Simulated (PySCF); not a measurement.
System: C5H14SSi2 (SMILES CCC/C=C\[SiH2]S[SiH3]).

```xyz
22

C    -3.3556    0.2473    0.1683
C    -2.1859   -0.6184    0.6210
C    -0.9069    0.1929    0.8755
C    -0.4416    0.8950   -0.3579
C     0.4530    0.4122   -1.2143
Si    1.3694   -1.2214   -1.0695
S     2.6867   -1.2270    0.6516
Si    3.9264    0.4840    0.3344
H    -3.1497    0.6968   -0.8002
H    -3.5456    1.0428    0.8860
H    -4.2577   -0.3539    0.0786
H    -2.4552   -1.1360    1.5442
H    -1.9778   -1.3742   -0.1391
H    -0.1291   -0.4879    1.2269
H    -1.1055    0.9274    1.6597
H    -0.9048    1.8572   -0.5491
H     0.6892    1.0099   -2.0875
H     0.5352   -2.3876   -0.8142
H     2.2090   -1.3983   -2.2535
H     4.5624    0.3639   -0.9732
H     4.8815    0.4154    1.4257
H     3.0922    1.6791    0.3850
```

Geometry: GFN2-xTB.

Method: PBE0/pcSseg-1, SCF density, gas phase, non-relativistic (PySCF 2.14.0).

Predict the electron density and electron localisation function between the atoms.

Answer. C–C (1.33 Å): ρ at the midpoint is about 2.3 e/Å³; the ELF peaks at about 0.90 between the atoms (a multiple bond).
C–Si (1.88 Å): the density is about 0.94 e/Å³ at the midpoint; the ELF peaks at about 0.95 between the atoms; a shared electron pair.
C–H (1.08 Å): the density is about 2 e/Å³ at the midpoint; the ELF climbs to about 1 towards the hydrogen, as it does in any bond to H: an ordinary covalent bond to hydrogen.
C–C (1.49 Å): the density is about 1.7 e/Å³ at the midpoint; the ELF peaks at about 0.95 between the atoms (a covalent bond).

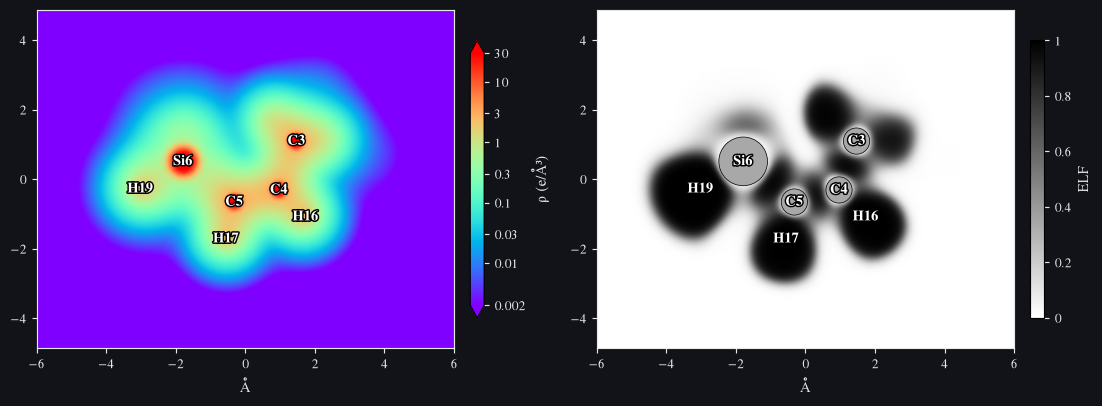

Computed electron density and electron localisation function on the plane of atoms Si6, C5 and H17, in this order. Grey discs cover the atomic cores in the ELF map. 
